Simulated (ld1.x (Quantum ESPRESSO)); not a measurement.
**Ru: generating and testing a TM potential**

Do these settings give a usable potential? It is generated, then checked for transferability, scattering, ghosts and hardness.

Method: ld1.x (Quantum ESPRESSO) 7.5, PBE, scalar-relativistic.

## (1) The atom and the settings

Typed settings, in words:

| Quantity | Value |
| --- | --- |
| element | ruthenium (Ru, Z = 44) |
| type | norm-conserving Troullier–Martins (Kleinman–Bylander form) |
| frozen core | [Kr] |
| valence charge | 8 |
| reference configuration | 4d7 5s1 5p0 |
| partial waves | 5s (bound): rc 2.05 bohr; 5p (bound, empty): rc 2.60 bohr; 4d (bound): rc 1.85 bohr |
| local potential | the d channel |
| core correction | not asked for |

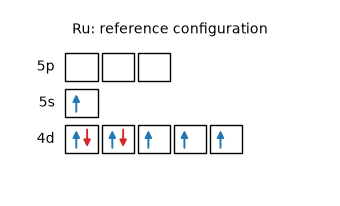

The outer shells as boxes. The arrows follow Hund's rule for the drawing; the calculation itself is spin-unpolarised.

The nodes and maxima of the atom's own shells, from an earlier all-electron run, set the scale for the radii.

All-electron outer shells of the reference configuration (PBE, scalar-relativistic, ld1.x):

```
shell  level (eV)  outermost node (bohr)  outermost maximum (bohr)
   4s      -76.37                   0.48                      0.92
   4p      -46.42                   0.49                      0.98
   4d       -5.20                   0.48                      1.21
   5s       -4.24                   1.24                      2.73
   5p       -0.91                   1.41                      3.97
```

## (2) Generating the potential

File Ru.in:

```
 &input
   title='Ru', zed=44., rel=1, dft='PBE', iswitch=3,
   config='[Kr] 4d7 5s1 5p0',
   nld=3, rlderiv=2.85, eminld=-2.0, emaxld=5.0, deld=0.02
 /
 &inputp
   pseudotype=2, tm=.true., lloc=2,
   nlcc=.false.,
   file_pseudopw='Ru.UPF', file_wfcaegen='ae.wfc', file_wfcncgen='nc.wfc', file_beta='beta', file_chi='chi'
 /
3
5S  1  0   1.00   0.00  2.05  2.05  0.0
5P  2  1   0.00   0.00  2.60  2.60  0.0
4D  3  2   7.00   0.00  1.85  1.85  0.0
 &test
   configts(1)='4d7 5s1 5p0'
 /
```

On the command line:

```bash
$ ld1.x < Ru.in > Ru.out
```

What the program wrote to Ru.out (without the banner and most projector matrices):

```text
     Program LD1 v.7.5
     --------------------------- All-electron run ----------------------------

     Ru
     scalar relativistic calculation

     atomic number is 44.00
     dft =PBE   lsd =0 sic =0 latt =0  beta=0.20 tr2=1.0E-14
     Exchange-correlation= PBE
                           (   1   4   3   4   0   0   0)
     mesh =1233 r(mesh) = 101.06970 a.u. xmin = -7.00 dx = 0.01250
     1 Ry =  13.60569312 eV, c = 137.03599908

     n l     nl                  e(Ry)          e(Ha)          e(eV)
     1 0     1S 1( 2.00)     -1612.3846      -806.1923    -21937.6096
     2 0     2S 1( 2.00)      -231.8268      -115.9134     -3154.1644
     2 1     2P 1( 6.00)      -207.6229      -103.8115     -2824.8535
     3 0     3S 1( 2.00)       -40.8245       -20.4122      -555.4456
     3 1     3P 1( 6.00)       -32.8704       -16.4352      -447.2241
     4 0     4S 1( 2.00)        -5.6131        -2.8066       -76.3706
     4 1     4P 1( 6.00)        -3.4115        -1.7057       -46.4157
     3 2     3D 1(10.00)       -20.0737       -10.0369      -273.1169
     4 2     4D 1( 7.00)        -0.3823        -0.1912        -5.2021
     5 0     5S 1( 1.00)        -0.3116        -0.1558        -4.2393
     5 1     5P 1( 0.00)        -0.0671        -0.0335        -0.9124

     final scf error:  6.1E-15 reached in  31 iterations

     Etot =   -9061.510603 Ry,   -4530.755302 Ha, -123288.132501 eV

     Ekin =    9370.519994 Ry,    4685.259997 Ha,  127492.419439 eV
     Encl =  -21859.366718 Ry,  -10929.683359 Ha, -297411.835423 eV
     Eh   =    3694.086781 Ry,    1847.043390 Ha,   50260.611109 eV
     Exc  =    -266.750660 Ry,    -133.375330 Ha,   -3629.327625 eV

     normalization and overlap integrals

     s(1S/1S) =  1.000000  <r> =   0.0334  <r2> =    0.0015  r(max) =   0.0216
     s(2S/2S) =  1.000000  <r> =   0.1457  <r2> =    0.0250  r(max) =   0.1229
     s(2P/2P) =  1.000000  <r> =   0.1270  <r2> =    0.0197  r(max) =   0.0981
     s(3S/3S) =  1.000000  <r> =   0.4027  <r2> =    0.1856  r(max) =   0.3600
     s(3P/3P) =  1.000000  <r> =   0.4030  <r2> =    0.1888  r(max) =   0.3555
     s(4S/4S) =  1.000000  <r> =   1.0189  <r2> =    1.1771  r(max) =   0.9193
     s(4P/4P) =  1.000000  <r> =   1.1285  <r2> =    1.4617  r(max) =   0.9785
     s(3D/3D) =  1.000000  <r> =   0.3841  <r2> =    0.1767  r(max) =   0.3022
     s(4D/4D) =  1.000000  <r> =   1.7020  <r2> =    3.6414  r(max) =   1.2102
     s(5S/5S) =  1.000000  <r> =   3.3894  <r2> =   13.3290  r(max) =   2.7273
     s(5P/5P) =  1.000000  <r> =   5.3169  <r2> =   33.9885  r(max) =   3.9682

     ------------------------ End of All-electron run ------------------------

     --------------------- Generating NC pseudopotential ---------------------

      Generating local pot.: lloc=2, matching radius rcloc =   1.8500

      Wfc   5S  rcut= 2.046  Using Troullier-Martins method

      Wfc   5P  rcut= 2.627  Using Troullier-Martins method

     ------------------- End of pseudopotential generation -------------------

     [... the all-electron block is printed once more ...]


     Computing logarithmic derivative in   2.84932
     Computing logarithmic derivative in   2.84932
     Computing the partial wave expansion
     R is outside the sphere for l=    0 j= 0.00
     R is outside the sphere for l=    1 j= 0.00
       no projector for channel:   2

     ---------------------- Testing the pseudopotential ----------------------

     Ru
     scalar relativistic calculation

     atomic number is 44.00   valence charge is  8.00
     dft =PBE   lsd =0 sic =0 latt =0  beta=0.20 tr2=1.0E-14
     mesh =1233 r(mesh) = 101.06970 xmin = -7.00 dx = 0.01250

     n l     nl             e AE (Ry)        e PS (Ry)    De AE-PS (Ry)
     3 2     4D   1( 7.00)       -0.38235       -0.38235        0.00000
     1 0     5S   1( 1.00)       -0.31159       -0.31158       -0.00000
     2 1     5P   1( 0.00)       -0.06706       -0.06706       -0.00000

     eps = 3.6E-15  iter = 20

     Etot =   -9061.510603 Ry,   -4530.755302 Ha, -123288.132501 eV
     Etotps =   -32.312429 Ry,     -16.156215 Ha,    -439.633000 eV

     Ekin =      33.249476 Ry,      16.624738 Ha,     452.382168 eV
     Encl =     -90.881807 Ry,     -45.440903 Ha,   -1236.509971 eV
     Ehrt =      31.186956 Ry,      15.593478 Ha,     424.320156 eV
     Ecxc =      -6.317395 Ry,      -3.158698 Ha,     -85.952540 eV
     Epseu=       0.450340 Ry,       0.225170 Ha,       6.127188 eV

     ---------------------- End of pseudopotential test ----------------------
```

Wall time 1.6 s (1 thread of Neoverse-V1, shared host). This counts the later configuration tests of the new file too.

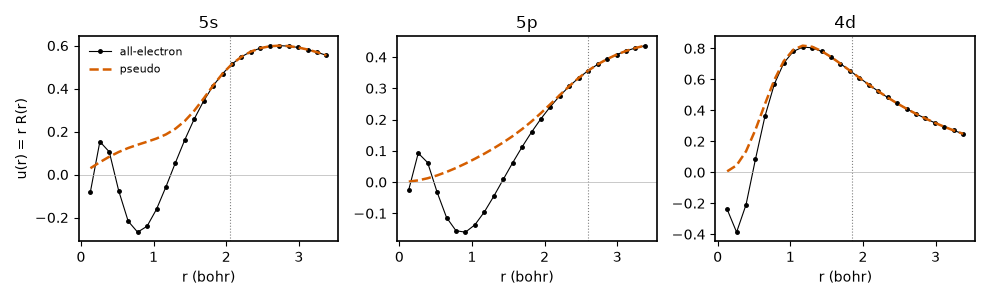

Bound waves of the atom and their pseudo partners (5s, 5p, 4d), with the matching radii dotted. The curves join 26 sampled radii, too few to resolve the innermost nodes.

## (3) Configuration tests

File Ru.test.in:

```
 &input
   title='Ru', zed=44., rel=1, dft='PBE', iswitch=2,
   config='[Kr] 4d7 5s1 5p0'
 /
 &test
   file_pseudo='Ru.UPF', nconf=8,
   configts(1)='4d7 5s1 5p0',
   configts(2)='4d7 5s0 5p0',
   configts(3)='4d6 5s0 5p0',
   configts(4)='4d5 5s0 5p0',
   configts(5)='4d4 5s0 5p0',
   configts(6)='4d7 5s0.5 5p0',
   configts(7)='4d7 5s0 5p1',
   configts(8)='4d8 5s0 5p0'
 /
```

On the command line:

```bash
$ ld1.x < Ru.test.in > Ru.test.out
```

Ru.test.out, the pseudopotential blocks, each with the warnings that came before it:

```text
     ---------------------- Testing the pseudopotential ----------------------

     Ru
     scalar relativistic calculation

     atomic number is 44.00   valence charge is  8.00
     dft =PBE   lsd =0 sic =0 latt =0  beta=0.20 tr2=1.0E-14
     mesh =1233 r(mesh) = 101.06970 xmin = -7.00 dx = 0.01250

     n l     nl             e AE (Ry)        e PS (Ry)    De AE-PS (Ry)
     3 2     4D   1( 7.00)       -0.38235       -0.38235        0.00000
     1 0     5S   1( 1.00)       -0.31159       -0.31158       -0.00000
     2 1     5P   1( 0.00)       -0.06706       -0.06706       -0.00000

     eps = 3.9E-15  iter = 20

     Etot =   -9061.510603 Ry,   -4530.755302 Ha, -123288.132501 eV
     Etotps =   -32.312429 Ry,     -16.156215 Ha,    -439.633000 eV

     Ekin =      33.249476 Ry,      16.624738 Ha,     452.382168 eV
     Encl =     -90.881807 Ry,     -45.440903 Ha,   -1236.509971 eV
     Ehrt =      31.186956 Ry,      15.593478 Ha,     424.320156 eV
     Ecxc =      -6.317395 Ry,      -3.158698 Ha,     -85.952540 eV
     Epseu=       0.450340 Ry,       0.225170 Ha,       6.127188 eV

     ---------------------- End of pseudopotential test ----------------------

     ---------------------- Testing the pseudopotential ----------------------

     Ru
     scalar relativistic calculation

     atomic number is 44.00   valence charge is  8.00
     dft =PBE   lsd =0 sic =0 latt =0  beta=0.20 tr2=1.0E-14
     mesh =1233 r(mesh) = 101.06970 xmin = -7.00 dx = 0.01250

     n l     nl             e AE (Ry)        e PS (Ry)    De AE-PS (Ry)
     3 2     4D   1( 7.00)       -0.92189       -0.91829       -0.00361
     1 0     5S   1( 0.00)       -0.77142       -0.76819       -0.00322
     2 1     5P   1( 0.00)       -0.44984       -0.44808       -0.00176

     eps = 2.0E-16  iter = 14

     Etot =   -9060.974636 Ry,   -4530.487318 Ha, -123280.840289 eV
     Etotps =   -31.777517 Ry,     -15.888758 Ha,    -432.355144 eV
     dEtot_ae =       0.535968 Ry
     dEtot_ps =       0.534912 Ry,   Delta E=       0.001055 Ry

     Ekin =      34.023135 Ry,      17.011567 Ha,     462.908328 eV
     Encl =     -86.909087 Ry,     -43.454543 Ha,   -1182.458367 eV
     Ehrt =      27.114755 Ry,      13.557378 Ha,     368.915042 eV
     Ecxc =      -6.006320 Ry,      -3.003160 Ha,     -81.720147 eV

     ---------------------- End of pseudopotential test ----------------------

     Warning: n=2, l=1 expected 0 nodes, found 1
     ---------------------- Testing the pseudopotential ----------------------

     Ru
     scalar relativistic calculation

     atomic number is 44.00   valence charge is  8.00
     dft =PBE   lsd =0 sic =0 latt =0  beta=0.20 tr2=1.0E-14
     mesh =1233 r(mesh) = 101.06970 xmin = -7.00 dx = 0.01250

     n l     nl             e AE (Ry)        e PS (Ry)    De AE-PS (Ry)
     3 2     4D   1( 6.00)       -1.77401       -1.77422        0.00021
     1 0     5S   1( 0.00)       -1.40128       -1.39244       -0.00884  !
     2 1     5P   1( 0.00)       -0.98924       -0.98924        0.00000

     eps = 6.5E-15  iter = 12

     Etot =   -9059.637961 Ry,   -4529.818980 Ha, -123262.653900 eV
     Etotps =   -30.443160 Ry,     -15.221580 Ha,    -414.200294 eV
     dEtot_ae =       1.872643 Ry
     dEtot_ps =       1.869269 Ry,   Delta E=       0.003373 Ry

     Ekin =      32.140767 Ry,      16.070384 Ha,     437.297413 eV
     Encl =     -78.652160 Ry,     -39.326080 Ha,   -1070.117153 eV
     Ehrt =      21.340016 Ry,      10.670008 Ha,     290.345713 eV
     Ecxc =      -5.271783 Ry,      -2.635892 Ha,     -71.726266 eV

     ---------------------- End of pseudopotential test ----------------------

     ---------------------- Testing the pseudopotential ----------------------

     Ru
     scalar relativistic calculation

     atomic number is 44.00   valence charge is  8.00
     dft =PBE   lsd =0 sic =0 latt =0  beta=0.20 tr2=1.0E-14
     mesh =1233 r(mesh) = 101.06970 xmin = -7.00 dx = 0.01250

     n l     nl             e AE (Ry)        e PS (Ry)    De AE-PS (Ry)
     3 2     4D   1( 5.00)       -2.74533       -2.75724        0.01191  !
     1 0     5S   1( 0.00)       -2.11289       -2.10121       -0.01169  !
     2 1     5P   1( 0.00)       -1.61922       -1.61922        0.00000

     eps = 4.4E-15  iter = 15

     Etot =   -9057.387242 Ry,   -4528.693621 Ha, -123232.031306 eV
     Etotps =   -28.186837 Ry,     -14.093418 Ha,    -383.501452 eV
     dEtot_ae =       4.123362 Ry
     dEtot_ps =       4.125593 Ry,   Delta E=      -0.002231 Ry

     Ekin =      29.224552 Ry,      14.612276 Ha,     397.620286 eV
     Encl =     -68.682068 Ry,     -34.341034 Ha,    -934.467147 eV
     Ehrt =      15.684388 Ry,       7.842194 Ha,     213.396967 eV
     Ecxc =      -4.413708 Ry,      -2.206854 Ha,     -60.051559 eV

     ---------------------- End of pseudopotential test ----------------------

     Warning: n=1, l=0 expected 0 nodes, found 1
     ---------------------- Testing the pseudopotential ----------------------

     Ru
     scalar relativistic calculation

     atomic number is 44.00   valence charge is  8.00
     dft =PBE   lsd =0 sic =0 latt =0  beta=0.20 tr2=1.0E-14
     mesh =1233 r(mesh) = 101.06970 xmin = -7.00 dx = 0.01250

     n l     nl             e AE (Ry)        e PS (Ry)    De AE-PS (Ry)
     3 2     4D   1( 4.00)       -3.81315       -3.84179        0.02864  !
     1 0     5S   1( 0.00)       -2.89250       -2.89250        0.00000
     2 1     5P   1( 0.00)       -2.32348       -2.32348        0.00000

     eps = 1.3E-15  iter = 15

     Etot =   -9054.115645 Ry,   -4527.057823 Ha, -123187.518967 eV
     Etotps =   -24.894865 Ry,     -12.447432 Ha,    -338.711890 eV
     dEtot_ae =       7.394958 Ry
     dEtot_ps =       7.417565 Ry,   Delta E=      -0.022606 Ry

     Ekin =      25.281436 Ry,      12.640718 Ha,     343.971458 eV
     Encl =     -57.230617 Ry,     -28.615309 Ha,    -778.662217 eV
     Ehrt =      10.532107 Ry,       5.266054 Ha,     143.296619 eV
     Ecxc =      -3.477790 Ry,      -1.738895 Ha,     -47.317750 eV

     ---------------------- End of pseudopotential test ----------------------

     ---------------------- Testing the pseudopotential ----------------------

     Ru
     scalar relativistic calculation

     atomic number is 44.00   valence charge is  8.00
     dft =PBE   lsd =0 sic =0 latt =0  beta=0.20 tr2=1.0E-14
     mesh =1233 r(mesh) = 101.06970 xmin = -7.00 dx = 0.01250

     n l     nl             e AE (Ry)        e PS (Ry)    De AE-PS (Ry)
     3 2     4D   1( 7.00)       -0.64088       -0.63957       -0.00132
     1 0     5S   1( 0.50)       -0.53337       -0.53243       -0.00094
     2 1     5P   1( 0.00)       -0.24815       -0.24777       -0.00038

     eps = 6.0E-15  iter = 22

     Etot =   -9061.300168 Ry,   -4530.650084 Ha, -123285.269375 eV
     Etotps =   -32.102138 Ry,     -16.051069 Ha,    -436.771844 eV
     dEtot_ae =       0.210436 Ry
     dEtot_ps =       0.210291 Ry,   Delta E=       0.000145 Ry

     Ekin =      33.613345 Ry,      16.806672 Ha,     457.332852 eV
     Encl =     -88.981366 Ry,     -44.490683 Ha,   -1210.653161 eV
     Ehrt =      29.173576 Ry,      14.586788 Ha,     396.926721 eV
     Ecxc =      -6.165646 Ry,      -3.082823 Ha,     -83.887891 eV
     Epseu=       0.257953 Ry,       0.128977 Ha,       3.509635 eV

     ---------------------- End of pseudopotential test ----------------------

     ---------------------- Testing the pseudopotential ----------------------

     Ru
     scalar relativistic calculation

     atomic number is 44.00   valence charge is  8.00
     dft =PBE   lsd =0 sic =0 latt =0  beta=0.20 tr2=1.0E-14
     mesh =1233 r(mesh) = 101.06970 xmin = -7.00 dx = 0.01250

     n l     nl             e AE (Ry)        e PS (Ry)    De AE-PS (Ry)
     3 2     4D   1( 7.00)       -0.49723       -0.49678       -0.00045
     1 0     5S   1( 0.00)       -0.39102       -0.38998       -0.00104
     2 1     5P   1( 1.00)       -0.12647       -0.12632       -0.00015

     eps = 5.6E-15  iter = 18

     Etot =   -9061.256214 Ry,   -4530.628107 Ha, -123284.671360 eV
     Etotps =   -32.058407 Ry,     -16.029204 Ha,    -436.176854 eV
     dEtot_ae =       0.254389 Ry
     dEtot_ps =       0.254022 Ry,   Delta E=       0.000367 Ry

     Ekin =      33.837878 Ry,      16.918939 Ha,     460.387778 eV
     Encl =     -90.089001 Ry,     -45.044501 Ha,   -1225.723302 eV
     Ehrt =      30.279596 Ry,      15.139798 Ha,     411.974892 eV
     Ecxc =      -6.209270 Ry,      -3.104635 Ha,     -84.481426 eV
     Epseu=       0.122390 Ry,       0.061195 Ha,       1.665204 eV

     ---------------------- End of pseudopotential test ----------------------

     ---------------------- Testing the pseudopotential ----------------------

     Ru
     scalar relativistic calculation

     atomic number is 44.00   valence charge is  8.00
     dft =PBE   lsd =0 sic =0 latt =0  beta=0.20 tr2=1.0E-14
     mesh =1233 r(mesh) = 101.06970 xmin = -7.00 dx = 0.01250

     n l     nl             e AE (Ry)        e PS (Ry)    De AE-PS (Ry)
     3 2     4D   1( 8.00)       -0.23162       -0.23024       -0.00139
     1 0     5S   1( 0.00)       -0.24960       -0.25097        0.00138
     2 1     5P   1( 0.00)       -0.03818       -0.03922        0.00104

     eps = 2.7E-15  iter = 15

     Etot =   -9061.535057 Ry,   -4530.767529 Ha, -123288.465213 eV
     Etotps =   -32.335126 Ry,     -16.167563 Ha,    -439.941795 eV
     dEtot_ae =      -0.024454 Ry
     dEtot_ps =      -0.022696 Ry,   Delta E=      -0.001758 Ry

     Ekin =      34.908010 Ry,      17.454005 Ha,     474.947672 eV
     Encl =     -93.112784 Ry,     -46.556392 Ha,   -1266.863967 eV
     Ehrt =      32.427053 Ry,      16.213526 Ha,     441.192530 eV
     Ecxc =      -6.557404 Ry,      -3.278702 Ha,     -89.218030 eV

     ---------------------- End of pseudopotential test ----------------------
```

Energies count from the reference configuration 4d7 5s1 5p0; the error is all-electron less pseudo. A star marks tests that logged a warning.

| valence configuration | charge | ΔE all-electron (eV) | error AE − PS (meV) |
| --- | --- | --- | --- |
| 4d7 5s0 5p0 | +1 | 7.292 | +14 |
| 4d6 5s0 5p0 * | +2 | 25.479 | +46 |
| 4d5 5s0 5p0 | +3 | 56.101 | -30 |
| 4d4 5s0 5p0 * | +4 | 100.614 | -308 |
| 4d7 5s0.5 5p0 | +0.5 | 2.863 | +2.0 |
| 4d7 5s0 5p1 | 0 | 3.461 | +5.0 |
| 4d8 5s0 5p0 | 0 | -0.333 | -24 |

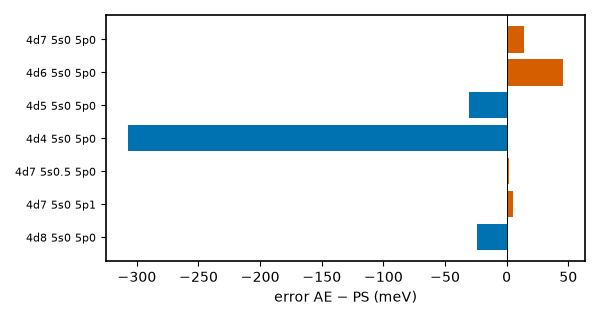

Error of the potential in each test configuration.

## (4) Scattering by logarithmic derivatives

Taken from the files of the generation run. The phase is arctan(r·u′/u) with u = r·R, unwrapped, with energies in Ry. A pole is an energy at which the radial function vanishes at the test radius. The pseudo phase is shifted by a multiple of π to meet the all-electron one at the reference energy. Levels narrower than the energy grid can be missing from the poles. The last column is the largest difference on the grid between −1 and +1 Ry.

```tsv
channel	radius (bohr)	reference (Ry)	poles AE	poles PS	window around the reference with phases within 0.05 rad (Ry)	largest difference near zero (rad)
s	2.85	-0.31	1.54	1.40	below 2.2	0.011
p	2.85	-0.07	2.62	-1.65, 2.45	-1.5 to 3.5	0.006
d	2.85	-0.38	-0.13, 4.67	-0.13, 4.72	the whole range	0.002
```

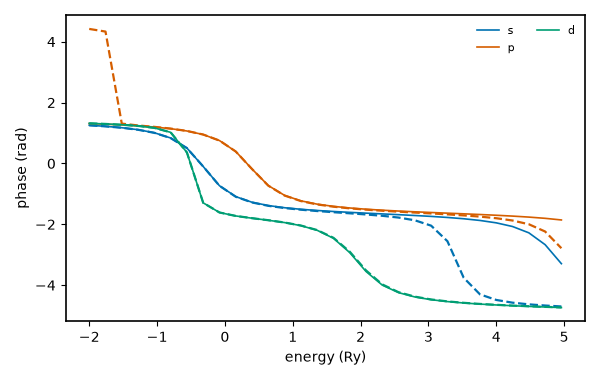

All-electron (solid) and pseudo (dashed) phases against energy.

## (5) Cutoff and ghost test in a Bessel basis

A separate test, outside the generator: the pseudo-atom's Hamiltonian at the reference potential is diagonalised in spherical Bessel functions j_l(qr) that vanish at 20 bohr, with q² up to the cutoff.

All-electron valence levels (Ry): 5s -0.3116, 5p -0.0671, 4d -0.3824. The lowest levels of each channel (Ry) by cutoff; the last column sums, over occupied levels, occupation times the distance from the level at 400 Ry. A positive value at high cutoff is not a bound level.

```
cutoff (Ry)     s #1     s #2     p #1     p #2     d #1    f #1  Σ f·Δε (mRy)
          8  -1.5581  -0.2642  -0.0670   0.0531   0.0420  0.1082        3017.9
         15  -4.3165  -0.3072  -0.6202  -0.0669  -0.0667  0.1082        2214.3
         25  -5.2311  -0.3103  -1.4643  -0.0670  -0.2838  0.1082         690.9
         35  -5.3023  -0.3112  -1.6320  -0.0670  -0.3653  0.1082         119.9
         50  -5.3078  -0.3114  -1.6631  -0.0670  -0.3820  0.1082           2.4
         55  -5.3078  -0.3115  -1.6634  -0.0670  -0.3822  0.1082           0.9
         70  -5.3083  -0.3115  -1.6636  -0.0670  -0.3823  0.1082           0.6
        400  -5.3096  -0.3116  -1.6640  -0.0670  -0.3824  0.1082           0.0
```

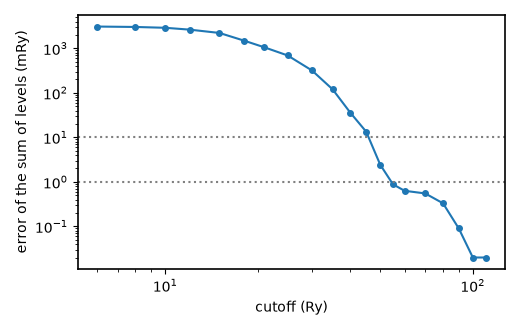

Occupation-weighted error of the valence levels against the cutoff; the dotted lines mark 10 and 1 mRy.

The sum stays within 10 mRy from 50 Ry and within 1 mRy from 55 Ry. The sum leaves out empty levels, which can need more. Ghost test: ghost states, bound below the all-electron valence or empty levels of the same l: s at -72.2 eV, p at -22.6 eV.

## (6) What came out

```
                                                quantity                                                      value
               cutoffs for 10 and 1 mRy, occupied levels                                            50 Ry and 55 Ry
                                            bound ghosts                             s at -72.24 eV, p at -22.64 eV
                            largest test error (AE − PS)  -308 meV, for 4d4 5s0 5p0 (one of 2 tests with a warning)
largest phase difference near zero energy, channels read                                                  0.011 rad
```

It has a bound ghost (s, p), a state that the atom doesn't have, and that rules the file out. Close by lies the frozen 4s level (-76.4 eV). By total energies transferability is poor: the largest error is 308 meV on 100.6 eV, for 4d4 5s0 5p0. That test lies far up in energy; among those under 40 eV, nearer to bonding, the largest error is 46 meV. The potential is of middling hardness: the looser tolerance needs 50 Ry. The slowest occupied level is 4d: taken alone it needs 50 Ry to come within 1 mRy, against 30 Ry for 5s. Near zero energy the phases of the channels with partial waves agree within 0.011 rad. The pseudo curves have a pole with no partner nearby in the atom's: p at -1.65 Ry. These are tests on the free atom; a crystal test is still owed.
